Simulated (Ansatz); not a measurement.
# Mg on Al(100): change of the work function, part 2 of 4

Wanted: Δφ(θ) for Mg/Al(100), starting from the hollow site.

Ansatz 0.2.0; plane-wave DFT, PBE, Ansatz PAW.

So far, work function, upper face (eV): step 2 (the clean slab) 4.29.

### Step 3. The covered slab, k-mesh 4×4×1, coverage 0.111 ML

System of this step: Mg/Al(100). The cell holds 37 atoms: 36 Al and 1 Mg. Cell: a = 8.591 Å, b = 8.591 Å, c = 25.870 Å, α = 90.0°, β = 90.0°, γ = 90.0°. Vacuum lies along c.

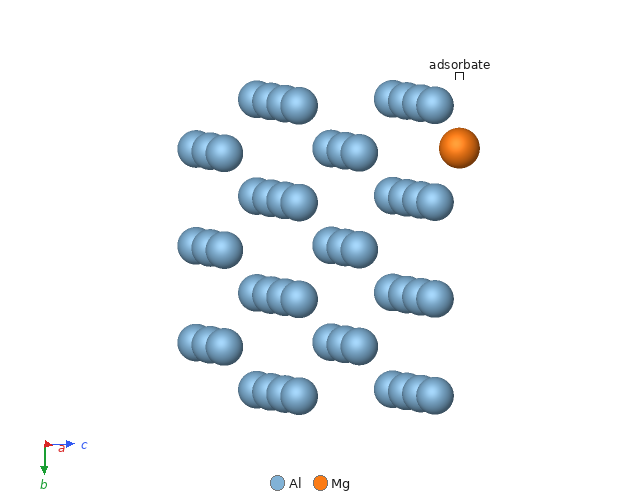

The cell of this step (aluminium light blue, magnesium orange). Some periodic images of atoms are drawn too.

The clean slab as it ended is repeated in the plane and the adsorbate is set on one face; the cell's size fixes the coverage, and the k-mesh shrinks with it to keep the sampling density about even. Adsorbate and upper layers relax, since the dipole depends on the height.

The input, input.yaml:

```yaml
crystal:
  lattice:
    - [8.5913473914, 0.0, 0.0]
    - [0.0, 8.5913473914, 0.0]
    - [0.0, 0.0, 25.8696549807]
  atoms:
    - { symbol: Al, position: [0.1666666667, 0.1666666667, 0.3478979525] }
    - { symbol: Al, position: [0.0, 0.0, 0.4261749918] }
    - { symbol: Al, position: [0.1666666667, 0.1666666667, 0.5038463908] }
    - { symbol: Al, position: [0.0, 0.0, 0.5831500329] }
    - { symbol: Al, position: [0.1666666667, 0.5, 0.3478979525] }
    - { symbol: Al, position: [0.0, 0.3333333333, 0.4261749918] }
    - { symbol: Al, position: [0.1666666667, 0.5, 0.5038463908] }
    - { symbol: Al, position: [0.0, 0.3333333333, 0.5831500329] }
    - { symbol: Al, position: [0.1666666667, 0.8333333333, 0.3478979525] }
    - { symbol: Al, position: [0.0, 0.6666666667, 0.4261749918] }
    - { symbol: Al, position: [0.1666666667, 0.8333333333, 0.5038463908] }
    - { symbol: Al, position: [0.0, 0.6666666667, 0.5831500329] }
    - { symbol: Al, position: [0.5, 0.1666666667, 0.3478979525] }
    - { symbol: Al, position: [0.3333333333, 0.0, 0.4261749918] }
    - { symbol: Al, position: [0.5, 0.1666666667, 0.5038463908] }
    - { symbol: Al, position: [0.3333333333, 0.0, 0.5831500329] }
    - { symbol: Al, position: [0.5, 0.5, 0.3478979525] }
    - { symbol: Al, position: [0.3333333333, 0.3333333333, 0.4261749918] }
    - { symbol: Al, position: [0.5, 0.5, 0.5038463908] }
    - { symbol: Al, position: [0.3333333333, 0.3333333333, 0.5831500329] }
    - { symbol: Al, position: [0.5, 0.8333333333, 0.3478979525] }
    - { symbol: Al, position: [0.3333333333, 0.6666666667, 0.4261749918] }
    - { symbol: Al, position: [0.5, 0.8333333333, 0.5038463908] }
    - { symbol: Al, position: [0.3333333333, 0.6666666667, 0.5831500329] }
    - { symbol: Al, position: [0.8333333333, 0.1666666667, 0.3478979525] }
    - { symbol: Al, position: [0.6666666667, 0.0, 0.4261749918] }
    - { symbol: Al, position: [0.8333333333, 0.1666666667, 0.5038463908] }
    - { symbol: Al, position: [0.6666666667, 0.0, 0.5831500329] }
    - { symbol: Al, position: [0.8333333333, 0.5, 0.3478979525] }
    - { symbol: Al, position: [0.6666666667, 0.3333333333, 0.4261749918] }
    - { symbol: Al, position: [0.8333333333, 0.5, 0.5038463908] }
    - { symbol: Al, position: [0.6666666667, 0.3333333333, 0.5831500329] }
    - { symbol: Al, position: [0.8333333333, 0.8333333333, 0.3478979525] }
    - { symbol: Al, position: [0.6666666667, 0.6666666667, 0.4261749918] }
    - { symbol: Al, position: [0.8333333333, 0.8333333333, 0.5038463908] }
    - { symbol: Al, position: [0.6666666667, 0.6666666667, 0.5831500329] }
    - { symbol: Mg, position: [0.1666666667, 0.1666666667, 0.6521020475] }
kpoints:
  mp_grid: { grid: [4, 4, 1] }
hamiltonian:
  xc: pbe
scf:
  occupations: { method: fermi_dirac, width: 0.1 }
  convergence: { dr2_threshold: 1.0e-08 }
efield:
  axis: 3
  dipole_correction: true
  ramp_position: 0.97
  ramp_width: 0.06
relax:
  f_tol: 0.02
  max_steps: 60
  constraints:
    - { sites: [0, 1, 4, 5, 8, 9, 12, 13, 16, 17, 20, 21, 24, 25, 28, 29, 32, 33] }
output:
  write_potential: true
  write_density: true
  volumetric_format: npy
```

On the command line:

```
$ ansatz run input.yaml --threads 2 --pin off --max-ram 4096MiB --backend cpu --events-out ev --progress --plain --runs-dir out
```

Numbers of over 12 decimals in the logs are rounded to 6 here.

Output:

```text
[...]
Crystal: 37 atoms, lattice volume = 1909.472 Å³
Basis set: ecut = 420 eV, 37439 PW (Γ), exchange–correlation on 120×120×360 points (8 copies of the dense FFT grid, shifted against one another)
Bands: 96, of which v1, the nominal top of the filled ones, is band 59 counted from 1 (58 counted from 0)
Symmetry: 8 space group operations
[...]
k-points: 6 of 16
[...]
SCF iter   1: F=—  HF=-21265.014373 eV  |F-HF|=—  |Δ(HF+E_count)|=         —  Δρ=1.47e-3  dr2=7.64e-1  ethr=1.77e-3  p=0.215 e·Å  D=2.03e-2 V/Å  ΔV_dip=-0.53 eV  dr2_dipole=1.48e-1  V_vac-E_F(+/−)=3.65/4.18 eV  ⟨swp⟩=10.8  Hψ=3655  notcnv=0  defer=6
[...]
SCF iter   8: F=-21264.973523 eV  HF=-21264.973523 eV  |F-HF|=7.69e-9  |Δ(HF+E_count)|=   4.76e-8  Δρ=1.75e-7  dr2=1.33e-9  ethr=8.47e-12  p=0.323 e·Å  D=3.06e-2 V/Å  ΔV_dip=-0.79 eV  dr2_dipole=1.90e-11  V_vac-E_F(+/−)=3.52/4.31 eV  ⟨swp⟩=10.5  Hψ=3756  notcnv=0
SCF 1 converged in 8 iterations: F = -21264.973523 eV  dr2 = 1.33e-9
[...]
relax step   1: F+E_penalty+E_count = -21264.97352327 eV  Δ(F+E_penalty+E_count) = +0.000e0 eV  max|allowed force component| = 8.060e-1 eV/Å  Δτ_max = 0.0000 Å  (8 SCF iters, accepted)
[...]
SCF iter   8: F=-21265.123175 eV  HF=-21265.123175 eV  |F-HF|=1.10e-8  |Δ(HF+E_count)|=   4.84e-8  Δρ=1.83e-7  dr2=2.68e-9  ethr=8.47e-12  p=0.311 e·Å  D=2.95e-2 V/Å  ΔV_dip=-0.76 eV  dr2_dipole=5.05e-11  V_vac-E_F(+/−)=3.55/4.31 eV  ⟨swp⟩=10.5  Hψ=3792  notcnv=0
SCF 2 converged in 8 iterations: F = -21265.123175 eV  dr2 = 2.68e-9
relax step   2: F+E_penalty+E_count = -21265.12317531 eV  Δ(F+E_penalty+E_count) = -1.497e-1 eV  max|allowed force component| = 5.524e-2 eV/Å  Δτ_max = 0.1031 Å  (8 SCF iters, accepted)
SCF iter   1: F=—  HF=-21265.126188 eV  |F-HF|=—  |Δ(HF+E_count)|=         —  Δρ=2.12e-4  dr2=6.20e-3  ethr=6.37e-5  p=0.311 e·Å  D=2.95e-2 V/Å  ΔV_dip=-0.76 eV  dr2_dipole=1.72e-4  V_vac-E_F(+/−)=3.55/4.31 eV  ⟨swp⟩=2.2  Hψ=1210  notcnv=0  defer=23
[...]
SCF iter   7: F=-21265.126614 eV  HF=-21265.126614 eV  |F-HF|=7.04e-9  |Δ(HF+E_count)|=   7.78e-8  Δρ=1.44e-7  dr2=1.51e-9  ethr=8.47e-12  p=0.311 e·Å  D=2.95e-2 V/Å  ΔV_dip=-0.76 eV  dr2_dipole=4.35e-11  V_vac-E_F(+/−)=3.55/4.31 eV  ⟨swp⟩=10.3  Hψ=3657  notcnv=0
SCF 3 converged in 7 iterations: F = -21265.126614 eV  dr2 = 1.51e-9
relax step   3: F+E_penalty+E_count = -21265.12661381 eV  Δ(F+E_penalty+E_count) = -3.438e-3 eV  max|allowed force component| = 1.391e-2 eV/Å  Δτ_max = 0.0205 Å  (7 SCF iters, accepted)
NSCF: frozen V_eff on 6 k-points
the search or the solves at the SCF's close may have found levels that the self-consistency loop had missed (the run counts none). By its estimate they hold under 1e-12 electrons; where the run keeps them, the occupations were computed again with them
the band table was solved once a step of the walk had ended and its energy, with any forces and stress, was formed, with the checks that follow a solve (3864 applications of the Hamiltonian). They found nothing against the state; the energy, forces and stress were not computed again (output.eigenvalues in the input reference)
WARN: The input density's exchange-correlation potential varies sharply where the density is thin. Do not read a vacuum level from v_tot or v_xc, or from such a field of the output density. On a cell that repeats whose density bears no net charge and no dipole along the vacuum's axis use v_es (v_loc + v_h of the components); under efield.dipole_correction with no amplitude use v_es + v_field, which holds any external [...]
SCF converged after 7 iterations
Free energy (F): -21265.126614 eV
[...]
Internal energy: -21264.582314 eV  (E = F + TS)
E sigma→0 (E₀):  -21264.854464 eV
Entropy (-TS):   -0.544300 eV (-14.711 meV/atom)
Fermi energy:    -0.084820 eV
Dipole field:    D = 0.029520 V/Å  (p = 0.311512 e·Å, saw-weighted, corrected)
Work function:   Φ+ = 3.5457 eV   Φ− = 4.3093 eV
[...]
--- Forces (eV/Å), atoms counted from 1 ---
  atom   1  Al    -0.00000000     0.00000000    -0.00909069
  atom   2  Al    -0.00448670    -0.00448670     0.13854586
  atom   3  Al    -0.00000000     0.00000000     0.01025409
  atom   4  Al    -0.00231679    -0.00231679     0.00759721
  atom   5  Al     0.00000000     0.05182566    -0.06957065
  atom   6  Al    -0.00448670     0.00448670     0.13854586
  atom   7  Al     0.00000000    -0.00381058     0.00081970
  atom   8  Al    -0.00231679     0.00231679     0.00759721
  atom   9  Al     0.00000000    -0.05182566    -0.06957065
  atom  10  Al     0.00931445     0.00000000     0.02820668
  atom  11  Al     0.00000000     0.00381058     0.00081970
  atom  12  Al     0.00238071     0.00000000    -0.00669453
  atom  13  Al     0.05182566     0.00000000    -0.06957065
  atom  14  Al     0.00448670    -0.00448670     0.13854586
  atom  15  Al    -0.00381058     0.00000000     0.00081970
  atom  16  Al     0.00231679    -0.00231679     0.00759721
  atom  17  Al     0.00954037     0.00954037    -0.08624848
  atom  18  Al     0.00448670     0.00448670     0.13854586
  atom  19  Al    -0.00195680    -0.00195680     0.00112618
  atom  20  Al     0.00231679     0.00231679     0.00759721
  atom  21  Al     0.00954037    -0.00954037    -0.08624848
  atom  22  Al    -0.00931445     0.00000000     0.02820668
  atom  23  Al    -0.00195680     0.00195680     0.00112618
  atom  24  Al    -0.00238071     0.00000000    -0.00669453
  atom  25  Al    -0.05182566     0.00000000    -0.06957065
  atom  26  Al     0.00000000     0.00931445     0.02820668
  atom  27  Al     0.00381058     0.00000000     0.00081970
  atom  28  Al     0.00000000     0.00238071    -0.00669453
  atom  29  Al    -0.00954037     0.00954037    -0.08624848
  atom  30  Al     0.00000000    -0.00931445     0.02820668
  atom  31  Al     0.00195680    -0.00195680     0.00112618
  atom  32  Al     0.00000000    -0.00238071    -0.00669453
  atom  33  Al    -0.00954037    -0.00954037    -0.08624848
  atom  34  Al    -0.00000000     0.00000000    -0.03826647
  atom  35  Al     0.00195680     0.00195680     0.00112618
  atom  36  Al    -0.00000000     0.00000000    -0.00410413
  atom  37  Mg    -0.00000000     0.00000000    -0.01391325
  max |Σ_I F_I| component: 7.43e-6 eV/Å
--- Band table (eV; the first three rows and the last of 6) ---
  k-point 0: bands = [... 55 lower, -0.3992, -0.3992, -0.3258, -0.2992, -0.2992, -0.2101, -0.1827, -0.1758, ... 33 higher]
  k-point 1: bands = [... 55 lower, -0.6239, -0.3973, -0.2621, 0.0892, 0.1668, 0.3166, 0.3306, 0.3462, ... 33 higher]
  k-point 2: bands = [... 55 lower, -1.0058, -0.3375, -0.2534, -0.0481, -0.0135, 0.1980, 0.2189, 0.6638, ... 33 higher]
  k-point 5: bands = [... 55 lower, 0.0649, 0.0694, 0.1840, 0.1846, 0.3116, 0.3677, 0.3767, 0.3767, ... 33 higher]
--- Relaxed structure (3 steps of the walk, 3 accepted, 0 SCFs on fresh bases) ---
  F+E_penalty+E_count = -21265.12661381 eV   max|allowed force component| = 1.391e-2 eV/Å
  atoms:
    - { symbol: Al, position: [0.166667, 0.166667, 0.3478979525] }
    - { symbol: Al, position: [1.6666659794015235e-11, 1.6666659794015235e-11, 0.4261749918] }
    - { symbol: Al, position: [0.166667, 0.166667, 0.506818] }
    - { symbol: Al, position: [-0.00824643, -0.00824643, 0.582489] }
    - { symbol: Al, position: [0.166667, 0.500000, 0.3478979525] }
    - { symbol: Al, position: [1.6666659794015235e-11, 0.333333, 0.4261749918] }
    - { symbol: Al, position: [0.166667, 0.500963, 0.504101] }
    - { symbol: Al, position: [-0.00824643, 0.341580, 0.582489] }
    - { symbol: Al, position: [0.166667, 0.833333, 0.3478979525] }
    - { symbol: Al, position: [1.6666659794015235e-11, 0.666667, 0.4261749918] }
    - { symbol: Al, position: [0.166667, 0.832370, 0.504101] }
    - { symbol: Al, position: [-0.000289704, 0.666667, 0.583212] }
    - { symbol: Al, position: [0.500000, 0.166667, 0.3478979525] }
    - { symbol: Al, position: [0.333333, 1.6666659794015235e-11, 0.4261749918] }
    - { symbol: Al, position: [0.500963, 0.166667, 0.504101] }
    - { symbol: Al, position: [0.341580, -0.00824643, 0.582489] }
    - { symbol: Al, position: [0.500000, 0.500000, 0.3478979525] }
    - { symbol: Al, position: [0.333333, 0.333333, 0.4261749918] }
    - { symbol: Al, position: [0.501235, 0.501235, 0.503358] }
    - { symbol: Al, position: [0.341580, 0.341580, 0.582489] }
    - { symbol: Al, position: [0.500000, 0.833333, 0.3478979525] }
    - { symbol: Al, position: [0.333333, 0.666667, 0.4261749918] }
    - { symbol: Al, position: [0.501235, 0.832098, 0.503358] }
    - { symbol: Al, position: [0.333623, 0.666667, 0.583212] }
    - { symbol: Al, position: [0.833333, 0.166667, 0.3478979525] }
    - { symbol: Al, position: [0.666667, 1.6666659794015235e-11, 0.4261749918] }
    - { symbol: Al, position: [0.832370, 0.166667, 0.504101] }
    - { symbol: Al, position: [0.666667, -0.000289704, 0.583212] }
    - { symbol: Al, position: [0.833333, 0.500000, 0.3478979525] }
    - { symbol: Al, position: [0.666667, 0.333333, 0.4261749918] }
    - { symbol: Al, position: [0.832098, 0.501235, 0.503358] }
    - { symbol: Al, position: [0.666667, 0.333623, 0.583212] }
    - { symbol: Al, position: [0.833333, 0.833333, 0.3478979525] }
    - { symbol: Al, position: [0.666667, 0.666667, 0.4261749918] }
    - { symbol: Al, position: [0.832098, 0.832098, 0.503358] }
    - { symbol: Al, position: [0.666667, 0.666667, 0.582912] }
    - { symbol: Mg, position: [0.166667, 0.166667, 0.654921] }
```

Run time: 2.9 min. Hardware: 2 threads of Arm Neoverse V1, shared host; peak memory 2.4 GiB.

The steps of the relaxation:

| step | energy less that of the first step (eV) | largest force component (eV/Å) |
| --- | --- | --- |
| 1 | 0.0000 | 0.8060 |
| 2 | -0.1497 | 0.0552 |
| 3 | -0.1531 | 0.0139 |

The run keeps the 8 symmetry operations that it works with, so distortions that break them were not tested.

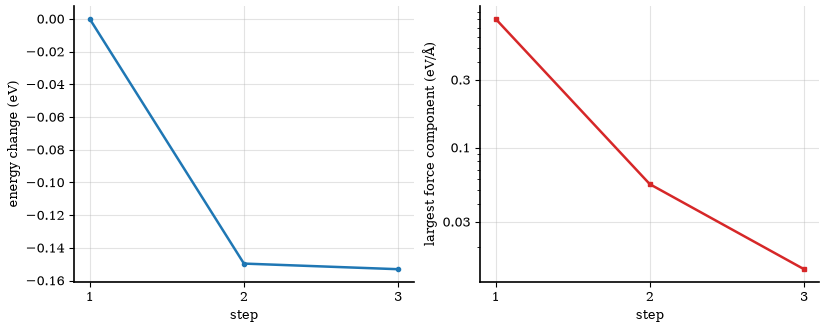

Energy and largest force along the relaxation.

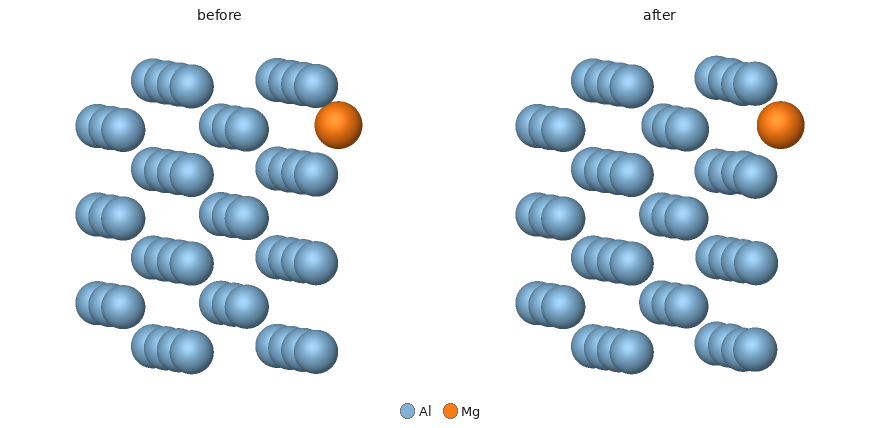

Before and after, at one scale.

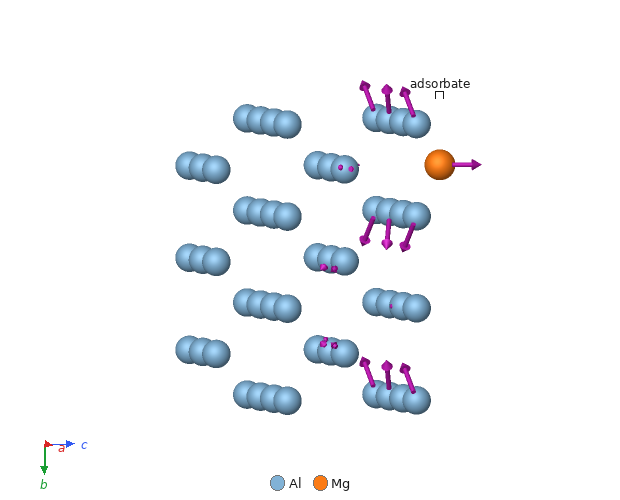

Displacements in the relaxation, exaggerated; the longest in the cell stands for 0.10 Å. Some periodic images of atoms are drawn too.

The atoms that moved most (Å):

| atom | dx | dy | dz | length |
| --- | --- | --- | --- | --- |
| Al4 | -0.071 | -0.071 | -0.017 | 0.102 |
| Al8 | -0.071 | 0.071 | -0.017 | 0.102 |
| Al16 | 0.071 | -0.071 | -0.017 | 0.102 |
| Al20 | 0.071 | 0.071 | -0.017 | 0.102 |
| Al3 | 0.000 | 0.000 | 0.077 | 0.077 |
| Mg37 | 0.000 | 0.000 | 0.073 | 0.073 |
| Al19 | 0.011 | 0.011 | -0.013 | 0.020 |
| Al31 | -0.011 | 0.011 | -0.013 | 0.020 |

The relaxed structure:

```
Al Mg
1.0
     8.59135    0.00000    0.00000
     0.00000    8.59135    0.00000
     0.00000    0.00000   25.86965
Al Mg
36 1
Direct
  0.16667 0.16667 0.34790
  0.00000 0.00000 0.42617
  0.16667 0.16667 0.50682
  0.99175 0.99175 0.58249
  0.16667 0.50000 0.34790
  0.00000 0.33333 0.42617
  0.16667 0.50096 0.50410
  0.99175 0.34158 0.58249
  0.16667 0.83333 0.34790
  0.00000 0.66667 0.42617
  0.16667 0.83237 0.50410
  0.99971 0.66667 0.58321
  0.50000 0.16667 0.34790
  0.33333 0.00000 0.42617
  0.50096 0.16667 0.50410
  0.34158 0.99175 0.58249
  0.50000 0.50000 0.34790
  0.33333 0.33333 0.42617
  0.50123 0.50123 0.50336
  0.34158 0.34158 0.58249
  0.50000 0.83333 0.34790
  0.33333 0.66667 0.42617
  0.50123 0.83210 0.50336
  0.33362 0.66667 0.58321
  0.83333 0.16667 0.34790
  0.66667 0.00000 0.42617
  0.83237 0.16667 0.50410
  0.66667 0.99971 0.58321
  0.83333 0.50000 0.34790
  0.66667 0.33333 0.42617
  0.83210 0.50123 0.50336
  0.66667 0.33362 0.58321
  0.83333 0.83333 0.34790
  0.66667 0.66667 0.42617
  0.83210 0.83210 0.50336
  0.66667 0.66667 0.58291
  0.16667 0.16667 0.65492
```

This step gave:

```yaml
energy_at_zero_smearing: -21264.8545 eV
work_function_upper_face: 3.546 eV
work_function_lower_face: 4.309 eV
dipole_along_the_normal: 0.3115 e·Å
step_between_the_vacuum_levels: -0.7637 eV
```

Running mean over 2.025 Å of the planar mean; the ramp of the sawtooth is left out. The electron's electrostatic potential energy less the Fermi level by z:

```csv
z (Å),electron's electrostatic potential energy less the Fermi level (eV)
4,4.31
5,4.30
6,4.24
7,3.51
8,-0.505
9,-4.17
10,-4.55
11,-4.57
12,-4.58
13,-4.56
14,-4.51
15,-4.30
16,-1.54
17,2.00
18,3.04
19,3.48
20,3.54
21,3.54
22,3.55
```

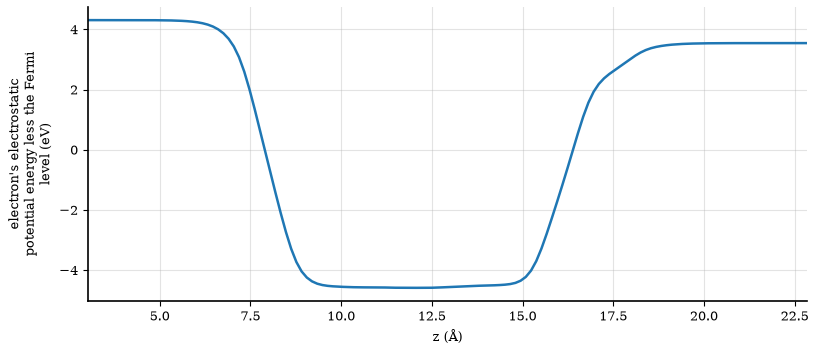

Electron's electrostatic potential energy less the Fermi level against z.

The relaxation took 3 steps and lowered the energy by 0.15 eV; the largest force on the free atoms ends at 0.014 eV/Å.

The covered face has 3.55 eV, -0.75 eV against the clean one; the bare back face has moved by +0.01 eV, a measure of how thin the slab is.

[end of part 2 of 4]

[Logs are printed without paths, hosts, clocks, repeated set-up lines and the standing remarks that a program may print on its own settings, such as how far it seeks lower states.]

[Hosts, paths, dates, database ids (printed as entryN), source tags and the programs' standing remarks are cut or masked in the printed files.]

[Maps of the electrostatic potential energy from Ansatz leave out the sawtooth potential of an applied field or a dipole correction, so their vacuum need not be flat; planar profiles and work functions include it.]
